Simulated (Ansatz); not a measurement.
Geometry relaxation, with input and output: AlN2H7F2 (part 1 of 3)

The run: geometry relaxation of AlN2H7F2. Method and program: RKS r2SCAN-D4/6-31G* (Ansatz 0.2.0).

The run did not end well. The input holds or restrains some coordinates. It belongs to a series of runs on one base structure; here: pulled along the bonds that form and break, towards end A.

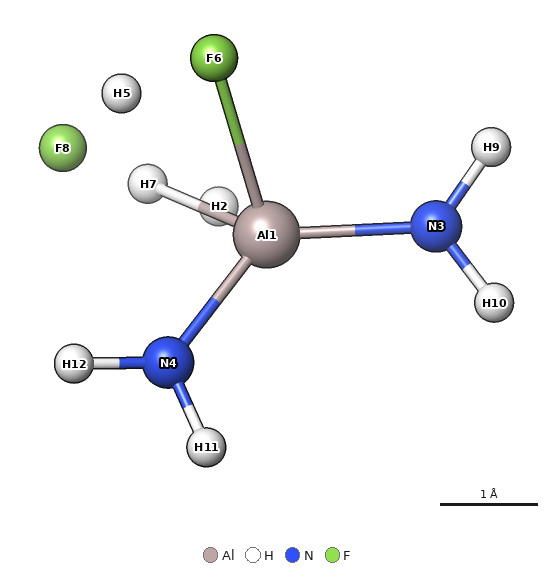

**Figure 1.** The input geometry (ball-and-stick view, seen at a tilt; atoms are numbered from 1 in the order of the input). Sticks mark near contacts.

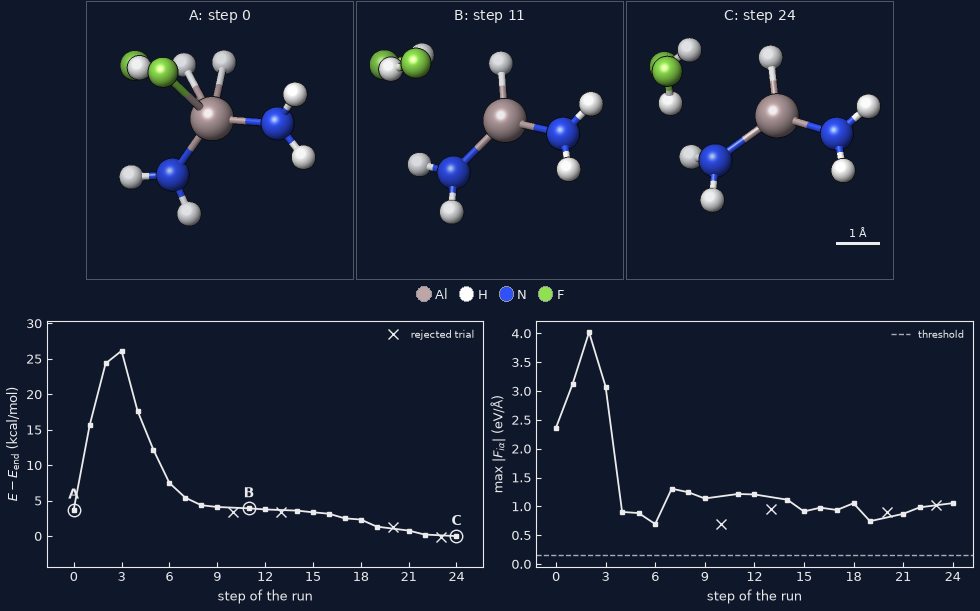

**Figure 2.** Frames of the restrained relaxation (ball-and-stick view, seen at a tilt) above the curves, on which the letters mark them (the first geometry is step 0 here and step 1 in the log).

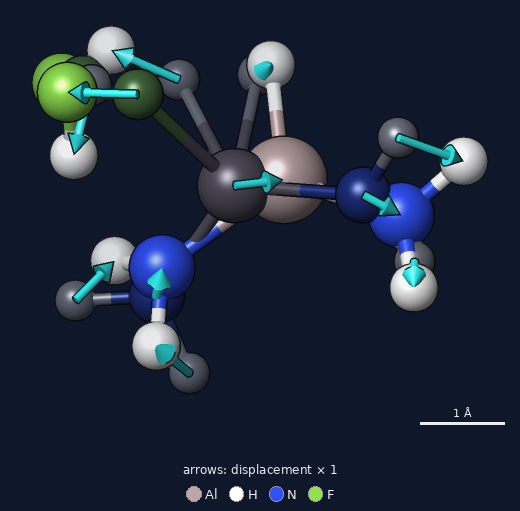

**Figure 3.** Start (faint) and end (solid) with the displacements as teal arrows, at true length (ball-and-stick view, seen at a tilt). The two geometries are laid on each other by the best rigid fit. The relaxation stopped without meeting its thresholds, so the last structure isn't shown to be converged. The atom that moves furthest after the best rigid fit is H9 (0.99 Å). Largest moves by element: H 0.99 Å, F 0.94 Å, Al 0.66 Å, N 0.53 Å. Among the contacts that change: Al1–F6 2.112 → 3.069 Å, Al1–H7 1.883 → 2.686 Å, Al1–H2 2.003 → 1.542 Å, H7–F8 1.212 → 0.926 Å. New bonds form: Al1–H2 (2.00 → 1.54 Å), H5–F6 (1.19 → 0.93 Å), H7–F8 (1.21 → 0.93 Å). Among the angles that change: H2–Al1–N3 105.4° → 122.3°, Al1–N4–H12 130.3° → 117.8°, H2–Al1–N4 105.9° → 114.3°. After 24 geometry steps the energy has fallen by 3.73 kcal/mol. The largest force component goes from 2.4 to 1.1 eV/Å. The line search rejected the trial steps at points 10, 13, 20, 23 (counted from 0) and went back. (Atoms are counted from 1 in the order of the input.)

These pictures come from the run below.

Input
```yaml
crystal:
  periodic: [false, false, false]
  atoms:
    - { symbol: Al, position_ang: [-0.197, -0.0461, -0.1665] }
    - { symbol: H, position_ang: [1.0492, -1.6136, -0.1726] }
    - { symbol: "N", position_ang: [-1.6236, -0.5797, -1.0576] }
    - { symbol: "N", position_ang: [0.8082, 1.377, -0.5013] }
    - { symbol: H, position_ang: [0.2898, -0.0726, 1.9031] }
    - { symbol: F, position_ang: [-0.9019, -0.0452, 1.8244] }
    - { symbol: H, position_ang: [1.2346, -1.014, 0.5804] }
    - { symbol: F, position_ang: [1.409, -0.3209, 1.5593] }
    - { symbol: H, position_ang: [-2.328, -1.2322, -0.7461] }
    - { symbol: H, position_ang: [-1.8765, -0.2498, -1.9761] }
    - { symbol: H, position_ang: [0.6838, 1.9199, -1.3419] }
    - { symbol: H, position_ang: [1.4524, 1.8773, 0.0947] }
basis:
  gaussian: { orbitals: "6-31G*" }
hamiltonian:
  xc: r2scan
  dispersion: d4
relax:
  f_tol: 0.15
  max_steps: 25
  restrain:
    - { distance: [0, 5], at: 3.08, k: 30.0 }
    - { distance: [4, 7], at: 2.18, k: 30.0 }
    - { distance: [6, 1], at: 1.92, k: 30.0 }
    - { distance: [0, 1], at: 1.52, k: 30.0 }
    - { distance: [4, 5], at: 0.88, k: 30.0 }
    - { distance: [6, 7], at: 0.88, k: 30.0 }
```

Launched with:
```bash
ansatz run input.yaml --threads 2 --pin off --max-ram 3072MiB --backend cpu --events-out ev --progress --plain --runs-dir out
```

Output
```
The last accepted step is kept in [file] (removed where the run ends without a failure and the disk answers)
Engine: ansatz 0.2.0, x86_64-unknown-linux-gnu
Functional definition: r2SCAN
  parameter k0 = 0.174
  parameter k1 = 0.065
  parameter a1 = 4.9479
  exchange = r2scan_x(k0 = k0, k1 = k1, a1 = a1)
  correlation = r2scan_c
1144 factors; their error is unknown
mean field evaluation 1: about -15105.6517 eV, gradient 8.9e1 eV
mean field evaluation 2: about -15077.2327 eV, gradient 1.4e2 eV
mean field evaluation 4: about -15120.4246 eV, gradient 7.4e0 eV
mean field evaluation 8: about -15120.5151 eV, gradient 2.9e-1 eV
mean field evaluation 16: about -15120.4715 eV, gradient 1.1e-3 eV
mean field -15120.47145597 eV, -555.6670769832 hartree, gradient 3.5e-5 eV, S^2 0.000000; 0 other end points of the search recorded, 0 dependent functions left out
the calculation of the forces begins
reference -15120.47147020 eV, -555.6670775062 hartree; 26, 26 occupied and 67, 67 virtual orbitals, 1144 factors
relax step   1: F+E_penalty+E_count = -15120.52517119 eV  Δ(F+E_penalty+E_count) = +0.000e0 eV  max|allowed force component| = 2.366e0 eV/Å  E_restraint = 48.43154940 eV  max|allowed force component, restraints' pulls added| = 3.785e1 eV/Å  Δτ_max = 0.0000 Å  (28 SCF iters, accepted)
  distance Al 0 - F 5 = 2.1120 Å
  distance H 4 - F 7 = 1.1969 Å
  distance H 6 - H 1 = 0.9803 Å
  distance Al 0 - H 1 = 2.0025 Å
  distance H 4 - F 5 = 1.1946 Å
  distance H 6 - F 7 = 1.2120 Å
these checks for a lower state are left out or cut short: starts, cluster_reference, orbital_swaps, neighbouring_geometries, increment
1144 factors; their error is unknown
mean field -15119.95858970 eV, -555.6482294955 hartree, gradient 2.3e-5 eV, S^2 0.000000; 0 other end points of the search recorded, 0 dependent functions left out
[... from here on the field's lines of each further geometry are left out, up to the last ...]
relax step   2: F+E_penalty+E_count = -15120.00899518 eV  Δ(F+E_penalty+E_count) = +5.162e-1 eV  max|allowed force component| = 3.119e0 eV/Å  E_restraint = 22.50322996 eV  max|allowed force component, restraints' pulls added| = 2.758e1 eV/Å  Δτ_max = 0.1950 Å  (33 SCF iters, accepted)
relax step   3: F+E_penalty+E_count = -15119.63119821 eV  Δ(F+E_penalty+E_count) = +3.778e-1 eV  max|allowed force component| = 4.020e0 eV/Å  E_restraint = 6.24306573 eV  max|allowed force component, restraints' pulls added| = 1.164e1 eV/Å  Δτ_max = 0.1946 Å  (33 SCF iters, accepted)
relax step   4: F+E_penalty+E_count = -15119.55378421 eV  Δ(F+E_penalty+E_count) = +7.741e-2 eV  max|allowed force component| = 3.079e0 eV/Å  E_restraint = 0.25253443 eV  max|allowed force component, restraints' pulls added| = 2.815e0 eV/Å  Δτ_max = 0.1927 Å  (27 SCF iters, accepted)
relax step   5: F+E_penalty+E_count = -15119.92028358 eV  Δ(F+E_penalty+E_count) = -3.665e-1 eV  max|allowed force component| = 9.041e-1 eV/Å  E_restraint = 0.10330111 eV  max|allowed force component, restraints' pulls added| = 1.024e0 eV/Å  Δτ_max = 0.1946 Å  (27 SCF iters, accepted)
relax step   6: F+E_penalty+E_count = -15120.15929256 eV  Δ(F+E_penalty+E_count) = -2.390e-1 eV  max|allowed force component| = 8.846e-1 eV/Å  E_restraint = 0.18338822 eV  max|allowed force component, restraints' pulls added| = 2.931e0 eV/Å  Δτ_max = 0.1988 Å  (34 SCF iters, accepted)
relax step   7: F+E_penalty+E_count = -15120.36165019 eV  Δ(F+E_penalty+E_count) = -2.024e-1 eV  max|allowed force component| = 6.944e-1 eV/Å  E_restraint = 0.08961448 eV  max|allowed force component, restraints' pulls added| = 9.184e-1 eV/Å  Δτ_max = 0.1999 Å  (28 SCF iters, accepted)
relax step   8: F+E_penalty+E_count = -15120.45188025 eV  Δ(F+E_penalty+E_count) = -9.023e-2 eV  max|allowed force component| = 1.307e0 eV/Å  E_restraint = 0.06560435 eV  max|allowed force component, restraints' pulls added| = 3.864e-1 eV/Å  Δτ_max = 0.1999 Å  (28 SCF iters, accepted)
relax step   9: F+E_penalty+E_count = -15120.49792451 eV  Δ(F+E_penalty+E_count) = -4.604e-2 eV  max|allowed force component| = 1.246e0 eV/Å  E_restraint = 0.06968544 eV  max|allowed force component, restraints' pulls added| = 3.604e-1 eV/Å  Δτ_max = 0.1999 Å  (27 SCF iters, accepted)
relax step  10: F+E_penalty+E_count = -15120.50876454 eV  Δ(F+E_penalty+E_count) = -1.084e-2 eV  max|allowed force component| = 1.138e0 eV/Å  E_restraint = 0.06928963 eV  max|allowed force component, restraints' pulls added| = 3.091e-1 eV/Å  Δτ_max = 0.0958 Å  (28 SCF iters, accepted)
relax step  11: F+E_penalty+E_count = -15120.53930237 eV  Δ(F+E_penalty+E_count) = -3.054e-2 eV  max|allowed force component| = 6.937e-1 eV/Å  E_restraint = 0.10685101 eV  max|allowed force component, restraints' pulls added| = 1.634e0 eV/Å  Δτ_max = 0.1949 Å  (27 SCF iters, rejected (line search))
relax step  12: F+E_penalty+E_count = -15120.51709813 eV  Δ(F+E_penalty+E_count) = -8.334e-3 eV  max|allowed force component| = 1.215e0 eV/Å  E_restraint = 0.06522196 eV  max|allowed force component, restraints' pulls added| = 1.828e-1 eV/Å  Δτ_max = 0.0975 Å  (28 SCF iters, accepted)
relax step  13: F+E_penalty+E_count = -15120.52380484 eV  Δ(F+E_penalty+E_count) = -6.707e-3 eV  max|allowed force component| = 1.208e0 eV/Å  E_restraint = 0.06344043 eV  max|allowed force component, restraints' pulls added| = 1.759e-1 eV/Å  Δτ_max = 0.1000 Å  (28 SCF iters, accepted)
relax step  14: F+E_penalty+E_count = -15120.54128862 eV  Δ(F+E_penalty+E_count) = -1.748e-2 eV  max|allowed force component| = 9.583e-1 eV/Å  E_restraint = 0.08175004 eV  max|allowed force component, restraints' pulls added| = 1.202e0 eV/Å  Δτ_max = 0.1437 Å  (29 SCF iters, rejected (line search))
relax step  15: F+E_penalty+E_count = -15120.53092189 eV  Δ(F+E_penalty+E_count) = -7.117e-3 eV  max|allowed force component| = 1.116e0 eV/Å  E_restraint = 0.06566685 eV  max|allowed force component, restraints' pulls added| = 2.807e-1 eV/Å  Δτ_max = 0.0719 Å  (28 SCF iters, accepted)
relax step  16: F+E_penalty+E_count = -15120.54118581 eV  Δ(F+E_penalty+E_count) = -1.026e-2 eV  max|allowed force component| = 9.123e-1 eV/Å  E_restraint = 0.07132807 eV  max|allowed force component, restraints' pulls added| = 5.021e-1 eV/Å  Δτ_max = 0.0732 Å  (28 SCF iters, accepted)
relax step  17: F+E_penalty+E_count = -15120.54980952 eV  Δ(F+E_penalty+E_count) = -8.624e-3 eV  max|allowed force component| = 9.782e-1 eV/Å  E_restraint = 0.06642904 eV  max|allowed force component, restraints' pulls added| = 3.071e-1 eV/Å  Δτ_max = 0.1125 Å  (29 SCF iters, accepted)
relax step  18: F+E_penalty+E_count = -15120.57832172 eV  Δ(F+E_penalty+E_count) = -2.851e-2 eV  max|allowed force component| = 9.376e-1 eV/Å  E_restraint = 0.09332755 eV  max|allowed force component, restraints' pulls added| = 1.397e0 eV/Å  Δτ_max = 0.1635 Å  (28 SCF iters, accepted)
relax step  19: F+E_penalty+E_count = -15120.58535921 eV  Δ(F+E_penalty+E_count) = -7.037e-3 eV  max|allowed force component| = 1.055e0 eV/Å  E_restraint = 0.07650622 eV  max|allowed force component, restraints' pulls added| = 8.265e-1 eV/Å  Δτ_max = 0.0599 Å  (29 SCF iters, accepted)
relax step  20: F+E_penalty+E_count = -15120.62881677 eV  Δ(F+E_penalty+E_count) = -4.346e-2 eV  max|allowed force component| = 7.433e-1 eV/Å  E_restraint = 0.11221224 eV  max|allowed force component, restraints' pulls added| = 1.618e0 eV/Å  Δτ_max = 0.1940 Å  (27 SCF iters, accepted)
relax step  21: F+E_penalty+E_count = -15120.63378090 eV  Δ(F+E_penalty+E_count) = -4.964e-3 eV  max|allowed force component| = 9.114e-1 eV/Å  E_restraint = 0.19492473 eV  max|allowed force component, restraints' pulls added| = 2.747e0 eV/Å  Δτ_max = 0.1911 Å  (35 SCF iters, rejected (line search))
relax step  22: F+E_penalty+E_count = -15120.65299673 eV  Δ(F+E_penalty+E_count) = -2.418e-2 eV  max|allowed force component| = 8.709e-1 eV/Å  E_restraint = 0.07910063 eV  max|allowed force component, restraints' pulls added| = 2.150e-1 eV/Å  Δτ_max = 0.0956 Å  (29 SCF iters, accepted)
relax step  23: F+E_penalty+E_count = -15120.67723737 eV  Δ(F+E_penalty+E_count) = -2.424e-2 eV  max|allowed force component| = 9.831e-1 eV/Å  E_restraint = 0.09015895 eV  max|allowed force component, restraints' pulls added| = 5.724e-1 eV/Å  Δτ_max = 0.1000 Å  (29 SCF iters, accepted)
the calculation of the forces begins
reference -15120.64342453 eV, -555.6733967112 hartree; 26, 26 occupied and 67, 67 virtual orbitals, 1144 factors
relax step  24: F+E_penalty+E_count = -15120.69120385 eV  Δ(F+E_penalty+E_count) = -1.397e-2 eV  max|allowed force component| = 1.027e0 eV/Å  E_restraint = 0.15735595 eV  max|allowed force component, restraints' pulls added| = 2.292e0 eV/Å  Δτ_max = 0.1452 Å  (28 SCF iters, rejected (line search))
  distance Al 0 - F 5 = 3.0706 Å
  distance H 4 - F 7 = 2.1936 Å
  distance H 6 - H 1 = 1.9347 Å
  distance Al 0 - H 1 = 1.5441 Å
  distance H 4 - F 5 = 0.9383 Å
  distance H 6 - F 7 = 0.9576 Å
these checks for a lower state are left out or cut short: starts, cluster_reference, orbital_swaps, neighbouring_geometries, increment
1144 factors; their error is unknown
mean field -15120.63915922 eV, -555.6732399638 hartree, gradient 4.7e-6 eV, S^2 0.000000; 0 other end points of the search recorded, 0 dependent functions left out
the calculation of the forces begins
reference -15120.63917198 eV, -555.6732404328 hartree; 26, 26 occupied and 67, 67 virtual orbitals, 1144 factors
```
